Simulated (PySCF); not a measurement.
# BiH5: how settings move a single point

Aim: repeat the single point on relaxed BiH5 with altered settings, some of them bad on purpose. The species was built from a template and needn't be a known compound.

The runs use PySCF 2.14.0; PBE0, Bi def2-SVP with ECP60, H def2-SVP; scalar-relativistic core potentials, no spin–orbit coupling.

2 further runs of the same task are left out: 2 for a known fault of the program.

### Step 1. Starting geometry

6 atoms, charge 0, spin multiplicity 1.

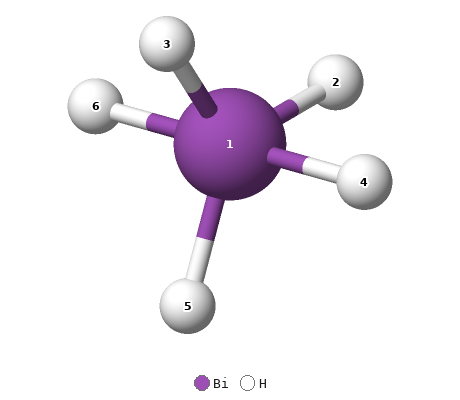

The geometry (bismuth purple, hydrogen white); atoms are numbered from 1 in the order of the file.

As a file:

```
Bi    0.0000    0.0000    0.0462
H     0.0000    0.0000    1.8442
H     1.5570    0.0000   -0.8520
H     0.0000    1.8673    0.0466
H    -1.5570    0.0000   -0.8520
H     0.0000   -1.8673    0.0466
```

Formal oxidation states: Bi +5. An earlier session relaxed this geometry at PBE0, Bi def2-SVP with ECP60, H def2-SVP (singlet, point group D3h).

The sound run used a (50, 194) grid (finer on f atoms), a threshold of 1e-8 and at most 55 cycles, and ended at -217.434148 Eh.

### Step 2. Altered run 1

run.py (the lines that set the calculation)

```python
mol = gto.M(atom='''
Bi     0.00000     0.00000     0.04618
H      0.00000     0.00000     1.84419
H      1.55699     0.00000    -0.85197
H      0.00000     1.86729     0.04657
H     -1.55699     0.00000    -0.85197
H      0.00000    -1.86729     0.04657''',
    basis={'Bi': 'def2-SVP', 'H': 'def2-SVP'},
    ecp={'Bi': 'def2-SVP'},
    charge=0, spin=0)
mf = dft.RKS(mol, xc='PBE0')
mf.grids.atom_grid = (50, 194)
mf = mf.density_fit()  # fitting sets: Bi def2-universal-JKFIT, H def2-universal-JKFIT
mf.conv_tol = 0.0001; mf.max_cycle = 55
mf.kernel(dm0)  # dm0: free metal ions and neutral atoms
```

On the command line:

```console
> OMP_NUM_THREADS=2 python run.py
```

Standard output:

```text
init E= -217.306983051464
  HOMO = -0.199947087595798  LUMO = -0.0821338817528545  gap/eV = 3.20586
cycle= 1 E= -217.429465751956  delta_E= -0.122  |g|= 0.0839  |ddm|=  2.1
  HOMO = -0.216455069726419  LUMO = -0.0627987942129247  gap/eV = 4.18120
cycle= 2 E= -217.430369629156  delta_E= -0.000904  |g|= 0.078  |ddm|= 0.523
  HOMO = -0.222630540886456  LUMO = -0.0624070595120196  gap/eV = 4.35990
cycle= 3 E= -217.434142785398  delta_E= -0.00377  |g|= 0.00344  |ddm|= 0.253
  HOMO = -0.222114323954715  LUMO = -0.0617115496138343  gap/eV = 4.36478
cycle= 4 E= -217.434148009994  delta_E= -5.22e-06  |g|= 0.000701  |ddm|= 0.0124
  HOMO = -0.222279691751237  LUMO = -0.0617337396528548  gap/eV = 4.36868
Extra cycle  E= -217.434148081188  delta_E= -7.12e-08  |g|= 0.000483  |ddm|= 0.0031
converged SCF energy = -217.434148081188
```

It took 0.7 s on 2 threads of Arm Neoverse V2, shared host.

Changed: the SCF threshold (0.0001). It converges in 4 cycles, at the sound run's energy within 0.001 eV, with a largest force component of 0.01 eV/Å. The result survives the change.

### Step 3. Altered run 2

Edit run.py (the lines that set the calculation) of step 2 so:

```diff
@@ -11,5 +11,5 @@
 mf = dft.RKS(mol, xc='PBE0')
-mf.grids.atom_grid = (50, 194)
+mf.grids.atom_grid = (40, 110)
 mf = mf.density_fit()  # fitting sets: Bi def2-universal-JKFIT, H def2-universal-JKFIT
-mf.conv_tol = 0.0001; mf.max_cycle = 55
+mf.conv_tol = 1e-08; mf.max_cycle = 55
 mf.kernel(dm0)  # dm0: free metal ions and neutral atoms
```

On the command line:

```console
> OMP_NUM_THREADS=2 python run.py
```

Standard output:

```text
init E= -217.307063697939
  HOMO = -0.199946265610092  LUMO = -0.0821465318536712  gap/eV = 3.20549
cycle= 1 E= -217.429485848976  delta_E= -0.122  |g|= 0.084  |ddm|=  2.1
  HOMO = -0.216418564735017  LUMO = -0.0628042975016925  gap/eV = 4.18006
cycle= 2 E= -217.430388878183  delta_E= -0.000903  |g|= 0.0781  |ddm|= 0.524
  HOMO = -0.222608908766449  LUMO = -0.0624155949549863  gap/eV = 4.35908
cycle= 3 E= -217.434177703352  delta_E= -0.00379  |g|= 0.00343  |ddm|= 0.253
  HOMO = -0.222095595106698  LUMO = -0.0617196651433636  gap/eV = 4.36405
cycle= 4 E= -217.434182893068  delta_E= -5.19e-06  |g|= 0.000701  |ddm|= 0.0123
  HOMO = -0.222201848817948  LUMO = -0.0617305168672448  gap/eV = 4.36665
cycle= 5 E= -217.434183112516  delta_E= -2.19e-07  |g|= 8.56e-05  |ddm|= 0.00154
  HOMO = -0.222213547504594  LUMO = -0.0617405756034248  gap/eV = 4.36669
cycle= 6 E= -217.434183116204  delta_E= -3.69e-09  |g|= 1.2e-05  |ddm|= 0.000192
  HOMO = -0.222212991380528  LUMO = -0.0617382800824071  gap/eV = 4.36674
Extra cycle  E= -217.434183116224  delta_E= -2e-11  |g|= 9.69e-06  |ddm|= 4.65e-05
converged SCF energy = -217.434183116224
```

Run time: 0.6 s. Hardware: 2 threads of Arm Neoverse V2, shared host.

Changed: the integration grid, to (40, 110). It converges in 6 cycles, -0.001 eV from the sound run, with a largest force component of 0.02 eV/Å. The result survives the change.

### Step 4. Altered run 3

Edit run.py (the lines that set the calculation) of step 3 so:

```diff
@@ -11,3 +11,3 @@
 mf = dft.RKS(mol, xc='PBE0')
-mf.grids.atom_grid = (40, 110)
+mf.grids.atom_grid = (10, 14)
 mf = mf.density_fit()  # fitting sets: Bi def2-universal-JKFIT, H def2-universal-JKFIT
```

On the command line:

```console
> OMP_NUM_THREADS=2 python run.py
```

Standard output:

```text
init E= -216.42477895152
  HOMO = -0.183544246153462  LUMO = -0.0684960107136519  gap/eV = 3.13062
cycle= 1 E= -216.546507410037  delta_E= -0.122  |g|= 0.134  |ddm|= 2.34
  HOMO = -0.213698274605683  LUMO = -0.0647897900463921  gap/eV = 4.05201
cycle= 2 E= -216.547669175209  delta_E= -0.00116  |g|= 0.11  |ddm|= 0.577
  HOMO = -0.214550028512795  LUMO = -0.0580195089726514  gap/eV = 4.25941
cycle= 3 E= -216.552680587521  delta_E= -0.00501  |g|= 0.0101  |ddm|= 0.313
  HOMO = -0.213174071099651  LUMO = -0.0573276255300081  gap/eV = 4.24080
cycle= 4 E= -216.552738490357  delta_E= -5.79e-05  |g|= 0.0036  |ddm|= 0.044
  HOMO = -0.213543112859224  LUMO = -0.057428749113682  gap/eV = 4.24809
cycle= 5 E= -216.552745000646  delta_E= -6.51e-06  |g|= 0.000786  |ddm|= 0.0109
  HOMO = -0.213524239197159  LUMO = -0.0573827510702136  gap/eV = 4.24883
cycle= 6 E= -216.552745230816  delta_E= -2.3e-07  |g|= 5.48e-05  |ddm|= 0.00158
  HOMO = -0.213529573535686  LUMO = -0.0573895929832204  gap/eV = 4.24879
cycle= 7 E= -216.552745232266  delta_E= -1.45e-09  |g|= 7.48e-06  |ddm|= 0.000154
  HOMO = -0.21353005554302  LUMO = -0.0573888893080552  gap/eV = 4.24882
Extra cycle  E= -216.552745232273  delta_E= -7.42e-12  |g|= 5.89e-06  |ddm|= 3.51e-05
converged SCF energy = -216.552745232273
```

Wall time 0.4 s (2 threads of Arm Neoverse V2, shared host).

Changed: the integration grid, to (10, 14). It converges in 7 cycles, +23.984 eV from the sound run, with a largest force component of 2.86 eV/Å. The setting is unsound, so these numbers aren't the compound's.

### Step 5. Altered run 4

Edit run.py (the lines that set the calculation) of step 4 so:

```diff
@@ -11,5 +11,5 @@
 mf = dft.RKS(mol, xc='PBE0')
-mf.grids.atom_grid = (10, 14)
+mf.grids.atom_grid = (50, 194)
 mf = mf.density_fit()  # fitting sets: Bi def2-universal-JKFIT, H def2-universal-JKFIT
 mf.conv_tol = 1e-08; mf.max_cycle = 55
-mf.kernel(dm0)  # dm0: free metal ions and neutral atoms
+mf.kernel(dm0)  # dm0: smeared density
```

On the command line:

```console
> OMP_NUM_THREADS=2 python run.py
```

Standard output:

```text
init E= -217.408205885842
  HOMO = -0.221565540513151  LUMO = -0.0667532690374975  gap/eV = 4.21266
cycle= 1 E= -217.434030125522  delta_E= -0.0258  |g|= 0.0139  |ddm|= 0.42
  HOMO = -0.221053936444889  LUMO = -0.0619569306067804  gap/eV = 4.32925
cycle= 2 E= -217.434053551201  delta_E= -2.34e-05  |g|= 0.013  |ddm|= 0.0841
  HOMO = -0.222067466071705  LUMO = -0.0616311224896391  gap/eV = 4.36570
cycle= 3 E= -217.434148152562  delta_E= -9.46e-05  |g|= 0.000378  |ddm|= 0.0384
  HOMO = -0.222205174721841  LUMO = -0.0617240330008997  gap/eV = 4.36691
cycle= 4 E= -217.434148201646  delta_E= -4.91e-08  |g|= 0.000269  |ddm|= 0.00169
  HOMO = -0.222236035715808  LUMO = -0.0617403520758675  gap/eV = 4.36731
cycle= 5 E= -217.434148231701  delta_E= -3.01e-08  |g|= 4.96e-05  |ddm|= 0.000523
  HOMO = -0.222231295075836  LUMO = -0.0617309177431338  gap/eV = 4.36744
cycle= 6 E= -217.434148232788  delta_E= -1.09e-09  |g|= 3.72e-06  |ddm|= 0.00011
  HOMO = -0.222232116207246  LUMO = -0.0617311562841456  gap/eV = 4.36745
Extra cycle  E= -217.434148232791  delta_E= -2.76e-12  |g|= 2.67e-06  |ddm|= 1.61e-05
converged SCF energy = -217.434148232791
```

It took 0.7 s on 2 threads of Arm Neoverse V2, shared host.

Changed: the starting guess (smeared density). It converges in 6 cycles, at the sound run's energy within 0.001 eV, with a largest force component of 0.01 eV/Å. The result survives the change.

### Step 6. Altered run 5

Edit run.py (the lines that set the calculation) of step 5 so:

```diff
@@ -13,3 +13,3 @@
 mf = mf.density_fit()  # fitting sets: Bi def2-universal-JKFIT, H def2-universal-JKFIT
-mf.conv_tol = 1e-08; mf.max_cycle = 55
-mf.kernel(dm0)  # dm0: smeared density
+mf.conv_tol = 1e-08; mf.max_cycle = 3
+mf.kernel(dm0)  # dm0: free metal ions and neutral atoms
```

On the command line:

```console
> OMP_NUM_THREADS=2 python run.py
```

Standard output:

```text
init E= -217.306983051464
  HOMO = -0.199947087595798  LUMO = -0.0821338817528545  gap/eV = 3.20586
cycle= 1 E= -217.429465751956  delta_E= -0.122  |g|= 0.0839  |ddm|=  2.1
  HOMO = -0.216455069726419  LUMO = -0.0627987942129247  gap/eV = 4.18120
cycle= 2 E= -217.430369629156  delta_E= -0.000904  |g|= 0.078  |ddm|= 0.523
  HOMO = -0.222630540886456  LUMO = -0.0624070595120196  gap/eV = 4.35990
cycle= 3 E= -217.434142785398  delta_E= -0.00377  |g|= 0.00344  |ddm|= 0.253
SCF not converged.
```

Wall time 0.2 s (2 threads of Arm Neoverse V2, shared host).

Changed: the cycle limit (3). The SCF doesn't converge: the limit ends it too early, and the default cures it.

### Step 7. Results

| run | changed | ending | energy change (eV) | cycles | time | usable |
| --- | --- | --- | --- | --- | --- | --- |
| 1 | the SCF threshold | converged | 0.000 | 4 | 0.7 s | yes |
| 2 | the integration grid | converged | -0.001 | 6 | 0.6 s | yes |
| 3 | the integration grid | converged | +23.984 | 7 | 0.4 s | no |
| 4 | the starting guess | converged | 0.000 | 6 | 0.7 s | yes |
| 5 | the cycle limit | not converged | – | 3 | 0.2 s | no |

3 of 5 altered runs give a usable result. 1 ended normally with numbers unfit to quote.
